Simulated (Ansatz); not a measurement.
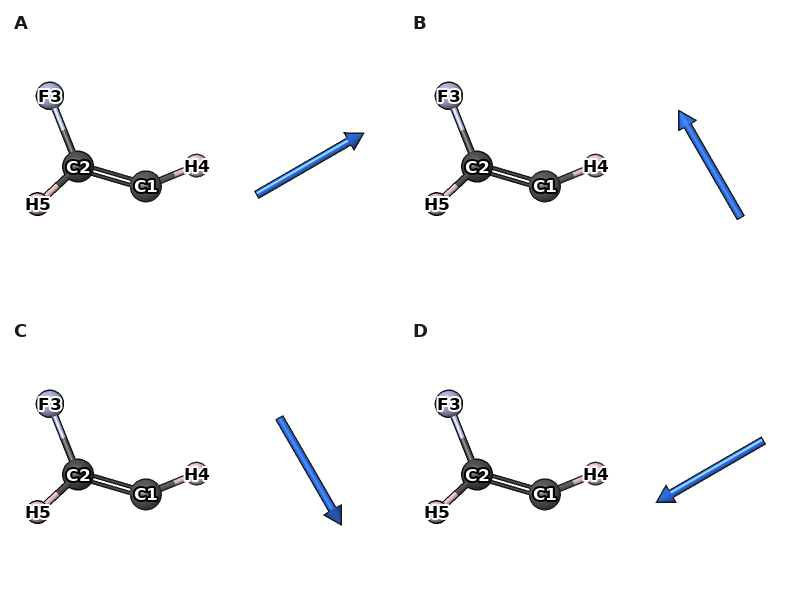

The same molecule four times, each with an arrow. The species is neutral and a spin doublet. The geometry was computed by an optimisation with PBE0-D4/def2-TZVP. No frequency run is at hand to confirm it as a minimum. Properties computed with UKS PBE0-D4/def2-TZVP (Ansatz 0.2.0).

**Which arrow points along the dipole moment, from the negative to the positive end?**

C. The dipole moment is 0.89 D; it points from the side of F3 to the side of C1, H4 (the outermost atoms at the two ends).
